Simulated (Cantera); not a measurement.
A closed system holds: 1 mol HI, 0.3 mol H2, 0.54 mol O2, at 750 Torr.

Equilibrium computed with Cantera from the NASA thermochemical tables; the gas is ideal and each condensed phase is pure. Candidate condensed phases: H2O, I2; 12 gas species. Rates play no part.

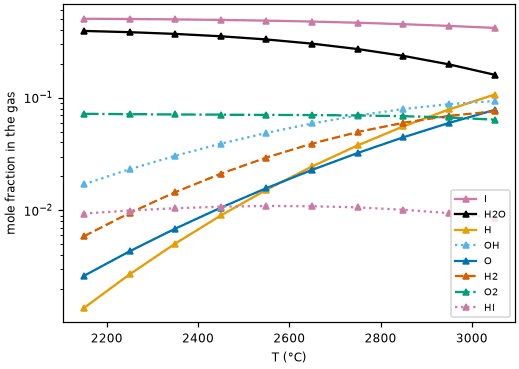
*Equilibrium gas composition (values under 1e-9 drawn at 1e-9)*

From 2150 °C to 3050 °C nothing is condensed.
